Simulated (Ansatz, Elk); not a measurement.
# TiNiCl6: X-ray structure factors from the self-consistent density

The structure of TiNiCl6 used here is made up (a known structure type with other elements) and was relaxed beforehand with PBEsol. The aim is the Fourier transform of its all-electron density, F(hkl), set beside the sum over free spherical atoms that refinements use.

Main program and level: Elk 11.2.3 (patched build); DFT, PBE, all-electron APW+lo, Dirac cores, scalar-relativistic bands, static density, ferromagnetic start.

The structure was built from a prototype and need not be the compound's stable phase.

## (1) Set-up

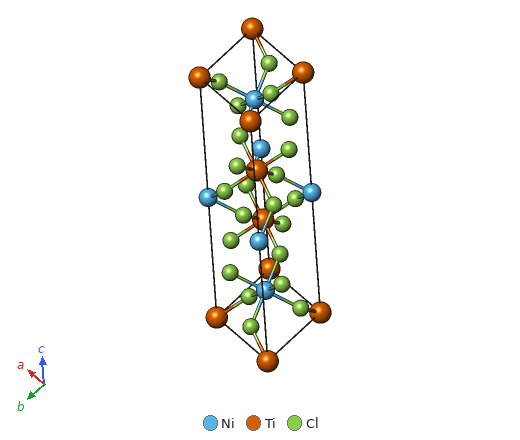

Start, viewed from a free direction; nickel blue, titanium orange, chlorine green. This picture shows the conventional cell, with its axes. Bonds to atoms that aren't drawn are left out. Some periodic images of atoms are drawn too.

As a file:

```cif
data_structure
_symmetry_space_group_name_H-M 'P 1'
_symmetry_Int_Tables_number 1
_cell_length_a 6.3297
_cell_length_b 6.3297
_cell_length_c 6.3297
_cell_angle_alpha 55.734
_cell_angle_beta 55.734
_cell_angle_gamma 55.734
_cell_volume 161.58
loop_
_atom_site_label
_atom_site_type_symbol
_atom_site_fract_x
_atom_site_fract_y
_atom_site_fract_z
_atom_site_occupancy
Ni1 Ni 0.50000 0.50000 0.50000 1
Ti2 Ti 0.00000 0.00000 0.00000 1
Cl3 Cl 0.40095 0.09733 0.75101 1
Cl4 Cl 0.09733 0.75101 0.40095 1
Cl5 Cl 0.75101 0.40095 0.09733 1
Cl6 Cl 0.59905 0.90267 0.24899 1
Cl7 Cl 0.90267 0.24899 0.59905 1
Cl8 Cl 0.24899 0.59905 0.90267 1
```

## (2) Ground state and structure factors

An all-electron density is needed, since X-rays see the cores too. Task 0 finds the density and task 195 Fourier-transforms it; tshift is off so that phases refer to the origin typed.

elk.in reads:

```
tasks
  0
  195
  196

xctype
  20

spinpol
  .true.

rgkmax
  7.0

gmaxvr
  14.0

lmaxo
  7

lmaxapw
  8

swidth
  0.002

tshift
  .false.

ramdisk
  .false.

hmaxvr
  5.5

maxscl
  120

epspot
  1e-06

reducebf
  0.8

sppath
  './'

avec
  5.59100699696 3.22796939503 10.06948739341
  -5.59100699696 3.22796939503 10.06948739341
  -0.00000000000 -6.45593878918 10.06948739369

atoms
  3
  'Ni.in'
  1
  0.5000000000 0.5000000000 0.5000000000   0.000000 0.000000 -0.070000
  'Ti.in'
  1
  -0.0000000000 -0.0000000000 0.0000000000   0.000000 0.000000 0.000000
  'Cl.in'
  6
  0.4009467787 0.0973325224 0.7510055905   0.000000 0.000000 0.000000
  0.0973325224 0.7510055905 0.4009467787   0.000000 0.000000 0.000000
  0.7510055905 0.4009467787 0.0973325224   0.000000 0.000000 0.000000
  0.5990532213 0.9026674776 0.2489944095   0.000000 0.000000 0.000000
  0.9026674776 0.2489944095 0.5990532213   0.000000 0.000000 0.000000
  0.2489944095 0.5990532213 0.9026674776   0.000000 0.000000 0.000000

ngridk
  4 4 4
```

On the command line:

```bash
OMP_NUM_THREADS=4 elk
```

Numbers of over 12 decimals in the logs are rounded to 6 here.

The log of the run:

```text
┌─────────────────────────┐
│ Elk code version 11.2.3 │
└─────────────────────────┘

All units are atomic (Hartree, Bohr, etc.)

┌─────────────────────────────────────────────────┐
│ Ground-state run starting from atomic densities │
└─────────────────────────────────────────────────┘

Lattice vectors :
   5.591006997       3.227969395       10.06948739
  -5.591006997       3.227969395       10.06948739
  -0.000000000      -6.455938789       10.06948739

Reciprocal lattice vectors :
  0.5619010413      0.3244137175      0.2079942127
 -0.5619010413      0.3244137175      0.2079942127
 -0.6483924286E-17 -0.6488274349      0.2079942127

Unit cell volume      :    1090.380452
Brillouin zone volume :   0.2274896005

Muffin-tin inner radius fraction :   0.1000000000E-01

Nuclei treated as point charges

Species : 1 (Ni)
 parameters loaded from : Ni.in
 name : nickel
 nuclear charge    :   -28.00000000
 electronic charge :    28.00000000
 atomic mass :    106991.5231
 muffin-tin radius :    2.349233183
 number of radial points in muffin-tin :    993
 inner part over the whole radius :   0.9850523177E-02
 number on inner part of muffin-tin    :    700
 approximate nuclear radius :   0.7325707712E-04
 number of mesh points to nuclear radius :    335
 atomic positions (lattice), magnetic fields (Cartesian) :
  1 :   0.50000000  0.50000000  0.50000000    0.00000000  0.00000000 -0.07000000

Species : 2 (Ti)
 parameters loaded from : Ti.in
 name : titanium
 nuclear charge    :   -22.00000000
 electronic charge :    22.00000000
 atomic mass :    87256.20317
 muffin-tin radius :    2.279306870
 number of radial points in muffin-tin :    993
 inner part over the whole radius :   0.9982480145E-02
 number on inner part of muffin-tin    :    698
 approximate nuclear radius :   0.6805665174E-04
 number of mesh points to nuclear radius :    326
 atomic positions (lattice), magnetic fields (Cartesian) :
  1 :   0.00000000  0.00000000  0.00000000    0.00000000  0.00000000  0.00000000

Species : 3 (Cl)
 parameters loaded from : Cl.in
 name : chlorine
 nuclear charge    :   -17.00000000
 electronic charge :    17.00000000
 atomic mass :    64626.86550
 muffin-tin radius :    2.045168634
 number of radial points in muffin-tin :    793
 inner part over the whole radius :   0.9827596785E-02
 number on inner part of muffin-tin    :    553
 approximate nuclear radius :   0.6305718926E-04
 number of mesh points to nuclear radius :    254
 atomic positions (lattice), magnetic fields (Cartesian) :
  1 :   0.40094678  0.09733252 -0.24899441    0.00000000  0.00000000  0.00000000
  2 :   0.09733252 -0.24899441  0.40094678    0.00000000  0.00000000  0.00000000
  3 :  -0.24899441  0.40094678  0.09733252    0.00000000  0.00000000  0.00000000
  4 :  -0.40094678 -0.09733252  0.24899441    0.00000000  0.00000000  0.00000000
  5 :  -0.09733252  0.24899441 -0.40094678    0.00000000  0.00000000  0.00000000
  6 :   0.24899441 -0.40094678 -0.09733252    0.00000000  0.00000000  0.00000000

Total number of atoms per unit cell :    8
Total muffin-tin volume :    318.9045894
 ratio of muffin-tin to unit cell volume :   0.2924709341

Spin treatment :
 spin-polarised
 global magnetic field (Cartesian) :    0.000000000       0.000000000       0.000000000
 collinear magnetisation in z-direction

Number of Bravais lattice symmetries :   12
Number of crystal symmetries         :    6
Crystal has inversion symmetry
Real symmetric eigensolver will be used

k-point grid :      4     4     4
k-point offset :    0.000000000       0.000000000       0.000000000
k-point set is reduced with full crystal symmetry group
Total number of k-points :       14

Muffin-tin radius times maximum |G+k| :    7.000000000
 using average radius
Maximum |G+k| for APW functions       :    3.313697338
Maximum (1/2)|G+k|²                   :    5.490295023
Maximum |G| for potential and density :    14.00000000
Constant for pseudocharge density :    8
 order of it for each species :   15  15  15
[...]
[... loops 3 to 18 left out ...]

┌──────────────────┐
│ Loop number : 19 │
└──────────────────┘

Energies :
 Fermi                       :     0.107793
 sum of occupied eigenvalues :     -2942.9979690951
 electron kinetic            :      5190.6863037550
 core electron kinetic       :      4848.2095886356
 Coulomb                     :     -10059.693788899
 Coulomb potential           :     -7777.6291266322
 nuclear-nuclear             :     -754.32161186666
 electron-nuclear            :     -10849.726652499
 Hartree                     :      1544.3544754670
 Madelung                    :     -6170.8792255828
 xc potential                :     -355.98485009355
 xc effective B-field        :    -0.70290869031773E-01
 external B-field            :      0.000000
 exchange                    :     -268.63621169848
 correlation                 :     -6.315902
 electron entropic           :    -0.94657563850109E-05
 total energy                :     -5143.9596078946
 (external B-field energy excluded from total)

Density of states at Fermi energy :   0.2868049377
 (states/Hartree/unit cell)

Estimated indirect band gap :   0.2504818664E-01
 from k-point 3 to k-point 4
Estimated direct band gap   :   0.3008195755E-01
 at k-point 8

Charges :
 core                        :    82.00000000
 valence                     :    70.00000000
 interstitial                :    13.69014839
 muffin-tins (core leakage)
  species : 1 (Ni)
[...]
species : 2 (Ti)
[...]
species : 3 (Cl)
[...]
total in muffin-tins        :    138.3098516
 total calculated charge     :    151.9994161
 total charge                :    152.0000000
 error                       :   0.5838870088E-03

Moments :
 interstitial                :   0.1090177886
 muffin-tins
  species : 1 (Ni)
[...]
species : 2 (Ti)
[...]
species : 3 (Cl)
[...]
total in muffin-tins        :    1.890409780
 total moment                :    1.999427569

RMS change in Kohn-Sham potential (target) :   0.8218662775E-06 (  0.1000000000E-05)
Absolute change in total energy (target)   :   0.1824629180E-04 (  0.1000000000E-03)

Convergence targets achieved

┌──────────────────┐
│ Loop number : 20 │
└──────────────────┘

Energies :
 Fermi                       :     0.107793
 sum of occupied eigenvalues :     -2942.9979270448
 electron kinetic            :      5190.6863116823
 core electron kinetic       :      4848.2096007569
 Coulomb                     :     -10059.693765752
 Coulomb potential           :     -7777.6291219681
 nuclear-nuclear             :     -754.32161186666
 electron-nuclear            :     -10849.726612051
 Hartree                     :      1544.3544581657
 Madelung                    :     -6170.8792047675
 xc potential                :     -355.98482216629
 xc effective B-field        :    -0.70289535127409E-01
 external B-field            :      0.000000
 exchange                    :     -268.63620943623
 correlation                 :     -6.315902
 electron entropic           :    -0.94698123905871E-05
 total energy                :     -5143.9595746080
 (external B-field energy excluded from total)

Density of states at Fermi energy :   0.2869492580
 (states/Hartree/unit cell)

Estimated indirect band gap :   0.2504595971E-01
 from k-point 3 to k-point 4
Estimated direct band gap   :   0.3007957064E-01
 at k-point 8

Charges :
 core                        :    82.00000000
 valence                     :    70.00000000
 interstitial                :    13.69014758
 muffin-tins (core leakage)
  species : 1 (Ni)
[...]
species : 2 (Ti)
[...]
species : 3 (Cl)
[...]
atom 4                    :    15.22536538     (  0.4882200472E-04)
   atom 5                    :    15.22536538     (  0.4882200472E-04)
   atom 6                    :    15.22536538     (  0.4882200472E-04)
 total in muffin-tins        :    138.3098524
 total calculated charge     :    151.9994161
 total charge                :    152.0000000
 error                       :   0.5838869291E-03

Moments :
 interstitial                :   0.1090190648
 muffin-tins
  species : 1 (Ni)
[...]
species : 2 (Ti)
[...]
species : 3 (Cl)
[...]
atom 4                    :   0.7205903859E-01
   atom 5                    :   0.7205903859E-01
   atom 6                    :   0.7205903859E-01
 total in muffin-tins        :    1.890408192
 total moment                :    1.999427257

┌──────────────────────────────┐
│ Self-consistent loop stopped │
└──────────────────────────────┘

Warning : core states of species 1 leak from the muffin-tin :   0.3547360596E-03

Wrote STATE.OUT
```

Elapsed: 6 min, on 4 threads of Arm Neoverse V2, shared host; peak memory 0.59 GiB.

SFACRHO.OUT:

```text

h k l indices transformed by vhmat matrix:
   1.000000000       0.000000000       0.000000000    
   0.000000000       1.000000000       0.000000000    
   0.000000000       0.000000000       1.000000000    

      h      k      l  multipl.   |H|            Re(F)            Im(F)           |F|

      0      0      0      1   0.0000000       152.00000      0.83691561E-17   152.00000    
     -1     -1     -1      2  0.62398264      -5.9428679     -0.75660343E-14   5.9428679    
      0     -1      0      6  0.68135059      -6.0125657      0.11349051E-13   6.0125657    
      0      1      1      6  0.77072914       48.737296      0.79945792E-14   48.737296    
     -1     -2     -1      6   1.0550652       36.630283      0.12294806E-13   36.630283    
      1     -1      0      6   1.1238021       1.3577022      0.12294806E-13   1.3577022    
      2      2      1      6   1.2257719      -6.6849664     -0.56745257E-14   6.6849664    
      2      2      2      2   1.2479653      -35.876851     -0.78778376E-13   35.876851    
     -1     -2      0      6   1.2854126      -69.793650      0.23643857E-13   69.793650    
      0      2      1      6   1.2854126       56.758853      0.42558943E-13   56.758853    
      1     -1     -1      6   1.3142183      -6.8678597     -0.26481120E-13   6.8678597    
      0     -2      0      6   1.3627012       29.540597      0.17023577E-13   29.540597    
      2      0      2      6   1.5414583       43.693451     -0.11349051E-13   43.693451    
      2      3      2      6   1.5939872      -6.4001248      0.35938663E-13   6.4001248    
     -1     -1     -3      6   1.6629636      -5.5554776     -0.41613188E-13   5.5554776    
      1      3      2      6   1.6793893       66.737466      0.22698103E-13   66.737466    
      2      3      1      6   1.6793893       65.507805      0.13240560E-13   65.507805    
      1     -2      0      6   1.7291908       2.3722140      0.89846657E-14   2.3722140
```

Elk indexes on the primitive cell of elk.in and gives |H| = 4π sin θ/λ in inverse bohr. Below, one row stands for each form hkl of the conventional cell (m members, Friedel mates merged), F is for one primitive cell and the density is static (no thermal factor). Free-atom factors are Waasmaier and Kirfel's, and R is Σm||F|−|F'||/Σm|F|.

```tsv
hkl	m	sin θ/λ (Å⁻¹)	abs F, DFT	neutral atoms	diff.	ions	diff.
003	2	0.094	5.943	5.976	-0.033	7.280	-1.337
101	6	0.102	6.013	6.025	-0.012	7.264	-1.252
012	6	0.116	48.737	48.686	+0.051	46.327	+2.411
104	6	0.159	36.630	36.815	-0.185	35.476	+1.154
110	6	0.169	1.358	1.705	-0.347	0.389	+0.969
015	6	0.184	6.685	6.460	+0.225	7.282	-0.597
006	2	0.188	35.877	35.195	+0.682	36.121	-0.244
113	6	0.193	69.794	69.103	+0.691	69.921	-0.128
2 -1 3	6	0.193	56.759	56.500	+0.259	55.755	+1.004
021	6	0.198	6.868	6.631	+0.237	7.393	-0.526
202	6	0.205	29.541	29.843	-0.302	29.247	+0.293
024	6	0.232	43.694	43.641	+0.053	43.241	+0.452
107	6	0.240	6.400	6.195	+0.205	6.773	-0.373
205	6	0.250	5.556	5.441	+0.115	5.979	-0.423
2 -1 6	6	0.253	66.737	66.754	-0.016	66.358	+0.379
116	6	0.253	65.508	65.775	-0.267	65.384	+0.124
3 -1 1	6	0.260	2.372	2.439	-0.067	1.903	+0.469
211	6	0.260	14.662	14.390	+0.273	14.845	-0.182
3 -2 2	6	0.266	33.411	33.548	-0.136	33.362	+0.050
122	6	0.266	31.956	32.292	-0.337	32.112	-0.157
018	6	0.269	30.375	30.596	-0.222	30.436	-0.062
009	2	0.281	6.619	6.433	+0.187	6.845	-0.226
```

The ions are Ti4+, Ni2+ and Cl−, by formal charge.

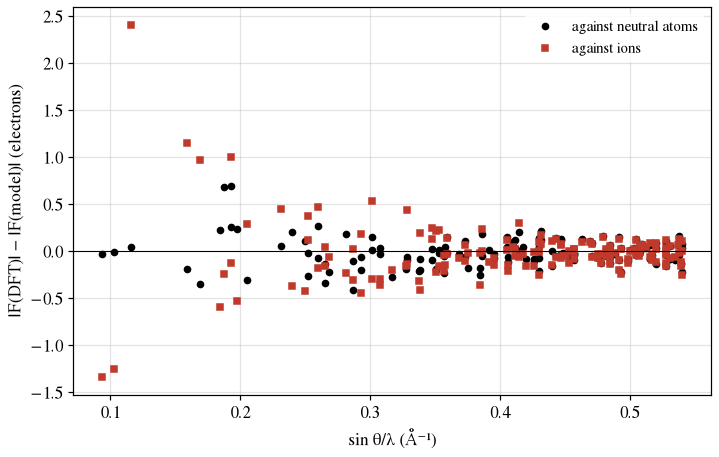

Difference between the calculated structure factors and the independent-atom ones.

## (3) The magnetisation density

The same run holds the spin density, and task 196 transforms it. The order is that of the start, and no other was tried.

SFACMAG_1.OUT:

```text

h k l indices transformed by vhmat matrix:
   1.000000000       0.000000000       0.000000000    
   0.000000000       1.000000000       0.000000000    
   0.000000000       0.000000000       1.000000000    

      h      k      l  multipl.   |H|            Re(F)            Im(F)           |F|

      0      0      0      1   0.0000000       1.9994274      0.10015930E-17   1.9994274    
     -1     -1     -1      2  0.62398264      -1.2010483     -0.48211302E-15   1.2010483    
      0     -1      0      6  0.68135059      -1.2275399     -0.11267776E-15   1.2275399    
      0      1      1      6  0.77072914       1.3647875     -0.28608144E-15   1.3647875    
     -1     -2     -1      6   1.0550652       1.2168040      0.59109643E-15   1.2168040    
      1     -1      0      6   1.1238021       1.0353846      0.33249174E-16   1.0353846    
      2      2      1      6   1.2257719      -1.0932064      0.62803995E-15   1.0932064    
      2      2      2      2   1.2479653      0.88930119     -0.10194104E-14  0.88930119    
     -1     -2      0      6   1.2854126      -1.2730654     -0.29277745E-15   1.2730654    
      0      2      1      6   1.2854126     -0.87104329      0.50427914E-15  0.87104329    
      1     -1     -1      6   1.3142183      -1.1196846     -0.18841199E-15   1.1196846    
      0     -2      0      6   1.3627012       1.0319639      0.29924257E-15   1.0319639    
      2      0      2      6   1.5414583       1.0184478     -0.49134891E-15   1.0184478    
      2      3      2      6   1.5939872     -0.90661797      0.88387388E-15  0.90661797    
     -1     -1     -3      6   1.6629636     -0.84003805     -0.63958481E-15  0.84003805    
      1      3      2      6   1.6793893       1.0252526     -0.58093696E-15   1.0252526
```

The total moment is 2.00 μB a cell; sphere moments: Ni1 +1.40, Ti2 +0.06, Cl3 +0.07, Cl4 +0.07, Cl5 +0.07, Cl6 +0.07, Cl7 +0.07, Cl8 +0.07 μB. Polarised neutrons measure spin and orbital magnetisation together; without spin-orbit coupling the run gives the spin part:

```tsv
hkl	sin θ/λ (Å⁻¹)	abs F_M (μB)
003	0.094	1.201
101	0.102	1.228
012	0.116	1.365
104	0.159	1.217
110	0.169	1.035
015	0.184	1.093
006	0.188	0.889
113	0.193	1.273
2 -1 3	0.193	0.871
021	0.198	1.120
202	0.205	1.032
024	0.232	1.018
107	0.240	0.907
205	0.250	0.840
```

## (4) The highest occupied states alone

An energy window below the Fermi level keeps the highest occupied states, to see at which angles they scatter; shallow core shells can lie inside it and anion s states outside. No new self-consistency is needed.

Changes to elk.in since step 2:

```diff
@@ -1,5 +1,3 @@
 tasks
-  0
   195
-  196
 
@@ -44,2 +42,5 @@
 
+wsfac
+  -0.259700 0.407790
+
 sppath
```

On the command line:

```bash
OMP_NUM_THREADS=4 elk
```

The log of the run:

```text
┌─────────────────────────────────┐
│ Elk code version 11.2.3 started │
└─────────────────────────────────┘

Info(readinput): the functional depends on the density's gradient
 muffin-tin radial points multiplied by    2.00000
 (not where nrmtscf is given)

┌────────────────────┐
│ Current task : 195 │
└────────────────────┘
Info(checkmt): changed muffin-tin radius of species 1 (Ni) from   2.4000 to   2.3492
Info(checkmt): changed muffin-tin radius of species 2 (Ti) from   2.4000 to   2.2793
Info(checkmt): changed muffin-tin radius of species 3 (Cl) from   2.2000 to   2.0452

Info(sfacrho): density structure factors written to SFACRHO.OUT

 Energy window :  -0.2597000000      0.4077900000

┌──────────────────┐
│ Elk code stopped │
└──────────────────┘
```

It took 23 s on 4 threads; peak memory 0.35 GiB; 30 s of CPU time.

States within 10 eV below the Fermi level hold 44.00 electrons; any levels below the window count with the cores. Their amplitudes can exceed the total, where window and core parts have opposite phase:

```tsv
hkl	sin θ/λ (Å⁻¹)	abs F, window	abs F, all
003	0.094	5.990	5.943
101	0.102	5.961	6.013
012	0.116	10.434	48.737
104	0.159	7.016	36.630
110	0.169	0.489	1.358
015	0.184	5.356	6.685
006	0.188	4.905	35.877
113	0.193	14.777	69.794
2 -1 3	0.193	4.360	56.759
021	0.198	5.191	6.868
```

[end of part 1 of 2]

[Logs are printed without paths, hosts, clocks, repeated set-up lines and the standing remarks that a program may print on its own settings, such as how far it seeks lower states.]

[Hosts, paths, dates, database ids (printed as entryN), source tags and the programs' standing remarks are cut or masked in the printed files.]
